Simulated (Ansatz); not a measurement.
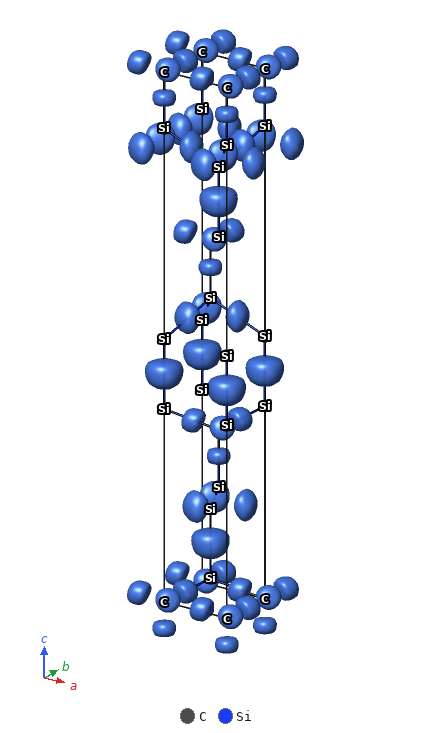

Figure 1: Si₃C. Isosurface of the electron localisation function at 0.85 (blue), seen slightly off an axis. Core shells and regions of very low density are left out. Sticks mark near contacts.

Space group R3m; started from the ordered alloy on diamond lattice prototype, which need not be the ambient phase.

These are results of DFT, PBE, plane waves, PAW in Ansatz, not measurements.

In a PAW calculation such maps are meaningful between the atoms, not at the nuclei.

### Describe the localisation domains.

At this value the surface marks out twelve regions between bonded C–Si atoms (shared pairs) and twelve regions between bonded Si–Si atoms (shared pairs), counted in one cell of 12 atoms. Regions shared between cells count once. Along the contacts the grid gives the following. Si–C (1.92 Å): the ELF peaks at about 0.90 between the atoms; a shared electron pair. Si–Si (2.25 Å): the ELF peaks at about 0.95 between the atoms; localised, covalent bonding.
